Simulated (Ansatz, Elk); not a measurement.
# Dielectric function and optical constants of BiAs (model structure)

Aim: the dielectric function of BiAs (model structure), and the optical constants that follow from it. The structure is a model built here, which may or may not match a known phase. It was built so: All Sb replaced by Bi in the R-3m structure of SbAs. The cell is first relaxed with Ansatz.

Method: DFT, PBE, all-electron APW+lo, Dirac cores, scalar-relativistic bands, independent-particle optical response without local fields, in Elk 11.2.3 (patched build).

## Step 1: The starting structure

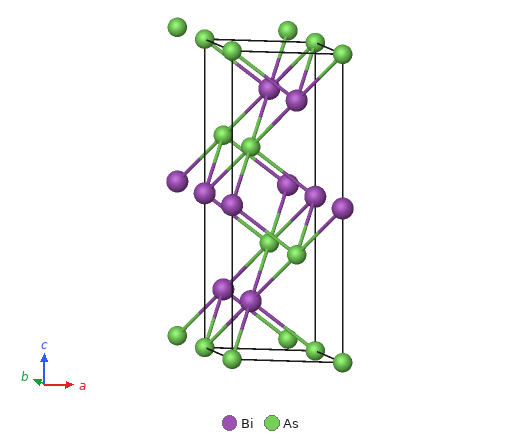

The starting structure, seen slightly off an axis (bismuth purple, arsenic green). 1×2×1 cells are drawn. This picture shows the conventional cell, with its axes. Bonds to atoms that aren't drawn are left out. Some periodic images of atoms are drawn too.

## Step 2: Relaxation

Spectra hang on bond lengths, so the cell is first brought to its minimum.

This step: DFT, PBE, plane-wave PAW, default files, scalar-relativistic, relaxation (Ansatz 0.2.0).

Input file input.yaml:

```yaml
crystal:
  lattice:
    - [2.0759409905, 1.1985450897, 3.7257438]
    - [-2.0759409905, 1.1985450897, 3.7257438]
    - [0.0, -2.3970901794, 3.7257438]
  atoms:
    - { symbol: Bi, position: [0.5, 0.5, 0.5] }
    - { symbol: As, position: [0.0, 0.0, 0.0] }
kpoints:
  mp_grid: { grid: [7, 7, 7] }
scf:
  occupations: { method: fermi_dirac, width: 0.05 }
hamiltonian:
  xc: pbe
output:
  forces: true
  stress: true
relax:
  f_tol: 0.02
  max_steps: 50
  cell: {}
```

On the command line:

```console
> ansatz run input.yaml --threads 4 --pin off --max-ram 8192MiB --backend cpu --events-out ev --progress --plain --runs-dir out
```

Numbers of over 12 decimals in the logs are rounded to 6 here.

What it wrote:

```text
Engine: ansatz 0.2.0, aarch64-unknown-linux-gnu
Pseudopotentials: kind: paw
Pseudopotential: Bi, paw, valence charge 15, recommended cutoff 420 eV (normal), Bi.paw.azcp
Pseudopotential: As, paw, valence charge 15, recommended cutoff 420 eV (normal), As.paw.azcp
Functional definition: PBE
  parameter kappa = 0.804
  parameter beta = 0.066725
  exchange = pbe_x(kappa = kappa, mu = beta*pi^2/3)
  correlation = pbe_c(beta = beta)
Crystal: 2 atoms, lattice volume = 55.620 Å³
Basis set: ecut = 420 eV, 1087 PW (Γ), exchange–correlation on 60×60×60 points (8 copies of the dense FFT grid, shifted against one another)
Bands: 19, of which v1, the nominal top of the filled ones, is band 15 counted from 1 (14 counted from 0)
Symmetry: 12 space group operations
Space group: R-3m (ITA 166), of the structure as read, at distance tolerance 3.8e-5 Å
k-points: 44 of 343
Non-local potential: Bi, projectors of the file, l = 0: 2, l = 1: 2, l = 2: 2, l = 3: 2
Non-local potential: As, projectors of the file, l = 0: 2, l = 1: 2, l = 2: 3, l = 3: 1
PAW form: soft (Blöchl's): semilocal exchange-correlation on the pseudo side does not see the compensation charge
PAW one-centre angular grid: Bi, 590 points (default); XC on 64 Gauss nodes
PAW one-centre angular grid: As, 590 points (default); XC on 64 Gauss nodes
Initial density: superposition of atomic densities (neutral atoms: chi_scale 0, normalization atom), corrected by the library's trained network
Initial wavefunctions: pseudopotential atomic-orbital guess
Functional: x = pbe(κ = 0.804, μ = 0.219515), c = pbe(β = 0.066725)
SCF iter   1: F=—  HF=-17252.614536 eV  |F-HF|=—  |Δ(HF+E_count)|=         —  Δρ=1.05e-3  dr2=7.37e-4  ethr=1.77e-3  ⟨swp⟩=6.1  Hψ=4001  notcnv=0
preconditioner: auto → Kerker (q_TF=auto, 2.462 Å⁻¹)  [metal: Δε(μ)=0.082 eV  Ē_g=9.250 eV  σ=0.050 eV  W_gap=0.38  n_scr=14 (ndim 8)  ℏωp=15.7 eV  f_vac=0.000  D(μ)=0.74/eV (n_scr^D=0)]
SCF iter   2: F=—  HF=-17252.613442 eV  |F-HF|=—  |Δ(HF+E_count)|=   1.09e-3  Δρ=4.58e-4  dr2=1.28e-4  ethr=2.46e-6  ⟨swp⟩=2.2  Hψ=1833  notcnv=0
SCF iter   3: F=—  HF=-17252.613446 eV  |F-HF|=—  |Δ(HF+E_count)|=   3.52e-6  Δρ=1.88e-4  dr2=2.32e-5  ethr=4.27e-7  ⟨swp⟩=2.2  Hψ=1270  notcnv=0
SCF iter   4: F=—  HF=-17252.613446 eV  |F-HF|=—  |Δ(HF+E_count)|=   5.27e-8  Δρ=6.23e-5  dr2=1.76e-6  ethr=7.72e-8  ⟨swp⟩=2.0  Hψ=992  notcnv=0
SCF iter   5: F=—  HF=-17252.613447 eV  |F-HF|=—  |Δ(HF+E_count)|=   6.88e-7  Δρ=2.93e-5  dr2=4.13e-7  ethr=5.87e-9  ⟨swp⟩=2.1  Hψ=1298  notcnv=0
SCF iter   6: F=-17252.613447 eV  HF=-17252.613447 eV  |F-HF|=5.89e-9  |Δ(HF+E_count)|=   4.53e-7  Δρ=6.12e-6  dr2=2.28e-8  ethr=3.33e-10  ⟨swp⟩=5.0  Hψ=3219  notcnv=0
SCF 1 converged in 6 iterations: F = -17252.613447 eV  dr2 = 2.28e-8
  greatest PAW one-centre occupation: 0.999 electrons in one spin orbital (limit 2), on the As atom at site 1 (counted from 0), in its partial waves of l = 2
relax step   1: F+E_penalty+E_count = -17252.61344717 eV  Δ(F+E_penalty+E_count) = +0.000e0 eV  max|allowed force component| = 5.469e-29 eV/Å  Δτ_max = 0.0000 Å  P = -1.040 GPa  Ω = 55.620 Å³  (6 SCF iters, dr2 threshold 1.00e-7 eV, accepted)
Crystal: 2 atoms, lattice volume = 54.384 Å³
Basis set: ecut = 420 eV, 1055 PW (Γ), exchange–correlation on 60×60×60 points (8 copies of the dense FFT grid, shifted against one another)
Initial density: handed on by an earlier stage of this run
Initial wavefunctions: those handed on with the density
iter 1 solved again at ethr=8.91e-6 eV; its pass at ethr=3.10e-3 eV (dr2=2.67e-3 eV) is discarded
SCF iter   1: F=—  HF=-17252.663572 eV  |F-HF|=—  |Δ(HF+E_count)|=         —  Δρ=1.76e-3  dr2=2.86e-3  ethr=8.91e-6  ⟨swp⟩=2.6  Hψ=5765  notcnv=0
preconditioner: auto → none  [insulator: Δε(μ)=0.340 eV  Ē_g=9.401 eV  σ=0.050 eV  W_gap=0.93  n_scr=14 (ndim 8)  ℏωp=15.9 eV  f_vac=0.000  D(μ)=0.07/eV (n_scr^D=0)  ε∞_Penn≈3.9]
SCF iter   2: F=—  HF=-17252.662964 eV  |F-HF|=—  |Δ(HF+E_count)|=   6.08e-4  Δρ=8.14e-4  dr2=5.92e-4  ethr=8.91e-6  ⟨swp⟩=1.3  Hψ=860  notcnv=0
SCF iter   3: F=—  HF=-17252.662875 eV  |F-HF|=—  |Δ(HF+E_count)|=   8.86e-5  Δρ=1.66e-4  dr2=2.10e-5  ethr=1.97e-6  ⟨swp⟩=2.0  Hψ=1001  notcnv=0
SCF iter   4: F=—  HF=-17252.662880 eV  |F-HF|=—  |Δ(HF+E_count)|=   4.57e-6  Δρ=4.41e-5  dr2=6.88e-7  ethr=7.01e-8  ⟨swp⟩=2.0  Hψ=1493  notcnv=0
iter 5 did not close the SCF: its close was put off for the readings that it lacked (scf_convergence_deferred on its scf_iter line)
SCF iter   5: F=-17252.662880 eV  HF=-17252.662880 eV  |F-HF|=1.57e-7  |Δ(HF+E_count)|=   1.50e-7  Δρ=1.91e-5  dr2=1.20e-7  ethr=2.29e-9  ⟨swp⟩=2.0  Hψ=1498  notcnv=0
SCF iter   6: F=-17252.662880 eV  HF=-17252.662880 eV  |F-HF|=3.51e-9  |Δ(HF+E_count)|=   2.04e-7  Δρ=2.69e-6  dr2=2.44e-9  ethr=4.01e-10  ⟨swp⟩=3.3  Hψ=3387  notcnv=0
SCF 2 converged in 6 iterations: F = -17252.662880 eV  dr2 = 2.44e-9
relax step   2: F+E_penalty+E_count = -17252.66287994 eV  Δ(F+E_penalty+E_count) = -4.943e-2 eV  max|allowed force component| = 4.207e-30 eV/Å  Δτ_max = 0.0000 Å  P = +0.522 GPa  Ω = 54.384 Å³  energy of the carried Pulay correction = +2.315e-4 eV  (6 SCF iters, dr2 threshold 2.00e-7 eV, accepted)
Crystal: 2 atoms, lattice volume = 54.938 Å³
Basis set: ecut = 420 eV, 1049 PW (Γ), exchange–correlation on 60×60×60 points (8 copies of the dense FFT grid, shifted against one another)
iter 1 solved again at ethr=2.56e-6 eV; its pass at ethr=3.10e-3 eV (dr2=7.69e-4 eV) is discarded
SCF iter   1: F=—  HF=-17252.664770 eV  |F-HF|=—  |Δ(HF+E_count)|=         —  Δρ=9.93e-4  dr2=8.15e-4  ethr=2.56e-6  ⟨swp⟩=2.7  Hψ=6465  notcnv=0
preconditioner: auto → none  [insulator: Δε(μ)=0.303 eV  Ē_g=9.347 eV  σ=0.050 eV  W_gap=0.89  n_scr=14 (ndim 8)  ℏωp=15.8 eV  f_vac=0.001  D(μ)=0.06/eV (n_scr^D=0)  ε∞_Penn≈3.9]
SCF iter   2: F=—  HF=-17252.664677 eV  |F-HF|=—  |Δ(HF+E_count)|=   9.32e-5  Δρ=4.42e-4  dr2=1.06e-4  ethr=2.56e-6  ⟨swp⟩=2.0  Hψ=939  notcnv=0
SCF iter   3: F=—  HF=-17252.664676 eV  |F-HF|=—  |Δ(HF+E_count)|=   7.68e-7  Δρ=1.08e-4  dr2=4.08e-6  ethr=3.54e-7  ⟨swp⟩=2.0  Hψ=1065  notcnv=0
iter 4 did not close the SCF: its close was put off for the readings that it lacked (scf_convergence_deferred on its scf_iter line)
SCF iter   4: F=-17252.664680 eV  HF=-17252.664680 eV  |F-HF|=1.42e-7  |Δ(HF+E_count)|=   4.03e-6  Δρ=1.14e-5  dr2=7.72e-8  ethr=1.36e-8  ⟨swp⟩=2.0  Hψ=1500  notcnv=0
iter 5 did not close the SCF: its close was put off for the readings that it lacked (scf_convergence_deferred on its scf_iter line)
SCF iter   5: F=-17252.664680 eV  HF=-17252.664680 eV  |F-HF|=5.64e-9  |Δ(HF+E_count)|=   6.47e-8  Δρ=4.54e-6  dr2=7.86e-9  ethr=2.57e-10  ⟨swp⟩=2.0  Hψ=1501  notcnv=0
SCF iter   6: F=-17252.664680 eV  HF=-17252.664680 eV  |F-HF|=1.93e-10  |Δ(HF+E_count)|=   1.28e-9  Δρ=1.08e-6  dr2=6.84e-10  ethr=2.62e-11  ⟨swp⟩=2.0  Hψ=3148  notcnv=0
SCF 3 converged in 6 iterations: F = -17252.664680 eV  dr2 = 6.84e-10
relax step   3: F+E_penalty+E_count = -17252.66467973 eV  Δ(F+E_penalty+E_count) = -1.800e-3 eV  max|allowed force component| = 6.732e-29 eV/Å  Δτ_max = 0.0000 Å  P = -0.125 GPa  Ω = 54.938 Å³  energy of the carried Pulay correction = +1.312e-4 eV  (6 SCF iters, dr2 threshold 2.00e-7 eV, accepted)
[...]
relax step   4: F+E_penalty+E_count = -17252.66994626 eV  Δ(F+E_penalty+E_count) = -5.267e-3 eV  max|allowed force component| = 1.604e-29 eV/Å  Δτ_max = 0.0000 Å  P = -0.005 GPa  Ω = 54.839 Å³  energy of the carried Pulay correction = +1.484e-4 eV  (6 SCF iters, dr2 threshold 2.00e-7 eV, accepted)
[...]
relax step   5: F+E_penalty+E_count = -17252.67003940 eV  Δ(F+E_penalty+E_count) = -9.313e-5 eV  max|allowed force component| = 3.576e-29 eV/Å  Δτ_max = 0.0000 Å  P = +0.001 GPa  Ω = 54.834 Å³  energy of the carried Pulay correction = +1.492e-4 eV  (6 SCF iters, dr2 threshold 5.06e-8 eV, accepted)
Initial wavefunctions: pseudopotential atomic-orbital guess (no wavefunctions were taken with the density)
iter 1 solved again at ethr=1.50e-7 eV; its pass at ethr=3.10e-3 eV (dr2=4.49e-5 eV) is discarded
SCF iter   1: F=—  HF=-17252.669672 eV  |F-HF|=—  |Δ(HF+E_count)|=         —  Δρ=2.25e-4  dr2=8.50e-7  ethr=1.50e-7  ⟨swp⟩=3.8  Hψ=6194  notcnv=0
preconditioner: auto → none  [insulator: Δε(μ)=0.477 eV  Ē_g=9.361 eV  σ=0.050 eV  W_gap=0.98  n_scr=14 (ndim 8)  ℏωp=15.9 eV  f_vac=0.000  D(μ)=0.02/eV (n_scr^D=0)  ε∞_Penn≈3.9]
SCF iter   2: F=—  HF=-17252.669885 eV  |F-HF|=—  |Δ(HF+E_count)|=   2.14e-4  Δρ=1.13e-4  dr2=2.05e-7  ethr=2.83e-9  ⟨swp⟩=2.3  Hψ=1293  notcnv=0
SCF iter   3: F=—  HF=-17252.669958 eV  |F-HF|=—  |Δ(HF+E_count)|=   7.32e-5  Δρ=4.09e-6  dr2=2.20e-9  ethr=6.85e-10  ⟨swp⟩=2.4  Hψ=1169  notcnv=0
SCF iter   4: F=—  HF=-17252.669958 eV  |F-HF|=—  |Δ(HF+E_count)|=   7.39e-8  Δρ=6.56e-7  dr2=4.61e-11  ethr=7.35e-12  ⟨swp⟩=2.0  Hψ=1496  notcnv=0
iter 5 did not close the SCF: its close was put off for the readings that it lacked (scf_convergence_deferred on its scf_iter line)
SCF iter   5: F=-17252.669958 eV  HF=-17252.669958 eV  |F-HF|=6.91e-11  |Δ(HF+E_count)|=   1.37e-9  Δρ=1.63e-7  dr2=3.39e-12  ethr=1.00e-12  ⟨swp⟩=2.0  Hψ=1066  notcnv=0
SCF iter   6: F=-17252.669958 eV  HF=-17252.669958 eV  |F-HF|=0.00e0  |Δ(HF+E_count)|=  7.64e-11  Δρ=3.99e-8  dr2=2.34e-13  ethr=1.00e-12  ⟨swp⟩=5.0  Hψ=3955  notcnv=0
SCF 6 converged in 6 iterations: F = -17252.669958 eV  dr2 = 2.34e-13
relax step   6: F+E_penalty+E_count = -17252.66995847 eV  Δ(F+E_penalty+E_count) = +8.092e-5 eV  max|allowed force component| = 2.314e-29 eV/Å  Δτ_max = 0.0000 Å  P = -0.000 GPa  Ω = 54.834 Å³  stress off target by 1.01e-2 GPa  SCF on the basis re-selected at this cell (its energy is not comparable with the rows above)  (6 SCF iters)
basis re-selected at this cell: Δ(F+E_penalty+E_count) = +8.092e-5 eV, ΔP = -0.002 GPa vs the last step (what re-selecting the basis moved, of the pressure what is left beyond the Pulay correction that the steps carried, after the strain that the cell walked since its last selection, with what the two solves' SCF thresholds leave and, on support functions, any second-order correction that the steps lacked; it is no m [...]
SCF converged after 6 iterations
Free energy (F): -17252.669958 eV
Harris-Foulkes:  -17252.669958 eV  (|F-HF|=0.00e0)
Internal energy: -17252.669621 eV  (E = F + TS)
E sigma→0 (E₀):  -17252.669790 eV
Entropy (-TS):   -0.000338 eV (-0.169 meV/atom)
Fermi energy:    10.438794 eV
--- Per-component energies (eV) ---
  E_band       = -328.249177
  E_kinetic    = 403.733480
  E_local      = -3193.750927  (includes V_loc(G=0)·N_el)
  E_nonlocal   = -110.034290
  E_hartree    = 1424.210546
  E_xc         = -230.490123
  E_vxc        = -223.377962  (∫ρ·V_xc dr)
  E_paw        = -12497.738620  (= ΣΔE_a)
  E_vpaw       = -53.240145  (= ΣTr[D̂ρ^β])
  E_aug_tail   = -0.000430  (compensation charges beyond the density's cutoff)
  E_ewald      = -3048.599257
  E_smearing   = -0.000338  (= −TS)
  E_closure    = 0.000000  (closes the sum)
  Σ components = -17252.669958   (vs F -17252.669958, Δ=0.00e0)
--- Forces (eV/Å), atoms counted from 1 ---
  atom   1  Bi    -0.00000000     0.00000000     0.00000000
  atom   2  As    -0.00000000    -0.00000000     0.00000000
  max |Σ_I F_I| component: 8.84e-29 eV/Å
--- Stress (GPa, compression-positive) ---
        0.004721       0.000000      -0.000000
        0.000000       0.004721      -0.000000
       -0.000000      -0.000000      -0.010121
  P = ⅓ Tr σ = -0.0002 GPa (-0.002 kbar)
--- Relaxed structure (5 steps of the walk, 5 accepted, 1 SCFs on fresh bases) ---
  F+E_penalty+E_count = -17252.66995847 eV   max|allowed force component| = 2.314e-29 eV/Å   (the final SCF, on the basis selected at the relaxed cell)
  cell:  # Å, volume = 54.8336 Å³
    - [2.132004, 1.230913, 3.482409]
    - [-2.132004, 1.230913, 3.482409]
    - [0, -2.461827, 3.482409]
  atoms:
    - { symbol: Bi, position: [0.500000, 0.500000, 0.500000] }
    - { symbol: As, position: [0, 0, 0] }
```

Wall time 4 s (4 threads of Arm Neoverse V1, shared host); peak memory 0.39 GiB.

Step by step:

```csv
step,energy less that of the first step (eV),largest force component (eV/Å),pressure (GPa),volume (Å³)
1,0.0000,0.0000,-1.04,55.62
2,-0.0494,0.0000,0.52,54.38
3,-0.0512,0.0000,-0.12,54.94
4,-0.0565,0.0000,0.00,54.84
5,-0.0566,0.0000,0.00,54.83
6*,-0.0565,0.0000,0.00,54.83
```

Relaxation steps marked * repeat the geometry before them on a plane-wave basis chosen anew for their cell, so energy and pressure can jump there.

The run keeps the 12 symmetry operations that it works with, so distortions that break them were not tested.

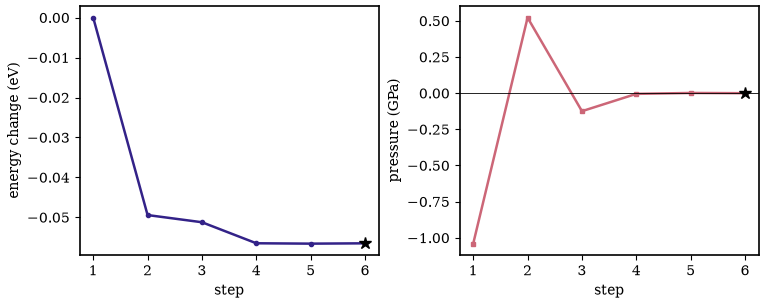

Energy and pressure along the relaxation. Stars mark steps on a basis chosen anew.

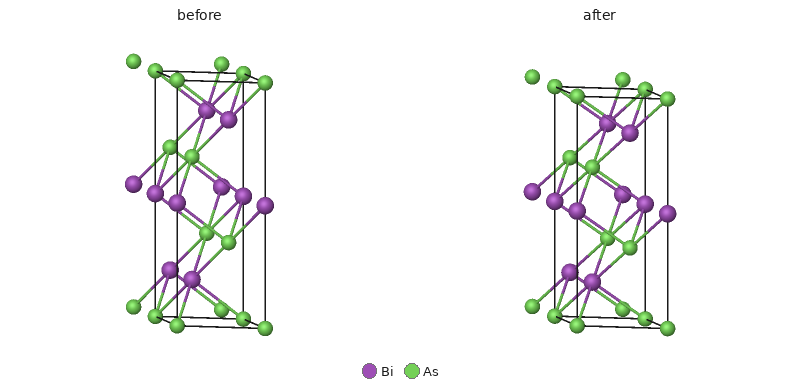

Before and after, at one scale. Bonds to atoms that aren't drawn are left out.

```csv
cell as run,before,after,change
a (Å),4.430,4.265,-3.7 %
b (Å),4.430,4.265,-3.7 %
c (Å),4.430,4.265,-3.7 %
α (°),55.88,59.99,+7.3 %
β (°),55.88,59.99,+7.3 %
γ (°),55.88,59.99,+7.3 %
volume (Å³/atom),27.81,27.42,-1.4 %
```

The relaxed structure:

```cif
data_structure
_symmetry_space_group_name_H-M 'P 1'
_symmetry_Int_Tables_number 1
_cell_length_a 4.2647
_cell_length_b 4.2647
_cell_length_c 4.2647
_cell_angle_alpha 59.989
_cell_angle_beta 59.989
_cell_angle_gamma 59.989
_cell_volume 54.83
loop_
_atom_site_label
_atom_site_type_symbol
_atom_site_fract_x
_atom_site_fract_y
_atom_site_fract_z
_atom_site_occupancy
Bi1 Bi 0.50000 0.50000 0.50000 1
As2 As 0.00000 0.00000 0.00000 1
```

The relaxation ends with a pressure of 0.00 GPa.

(Part 1 of 2 ends here.)

[Machine, clock and banner lines and Python warnings are left out of the logs.]

[Logs are printed without paths, hosts, clocks, repeated set-up lines and the standing remarks that a program may print on its own settings, such as how far it seeks lower states.]

[Hosts, paths, dates, database ids (printed as entryN), source tags and the programs' standing remarks are cut or masked in the printed files.]
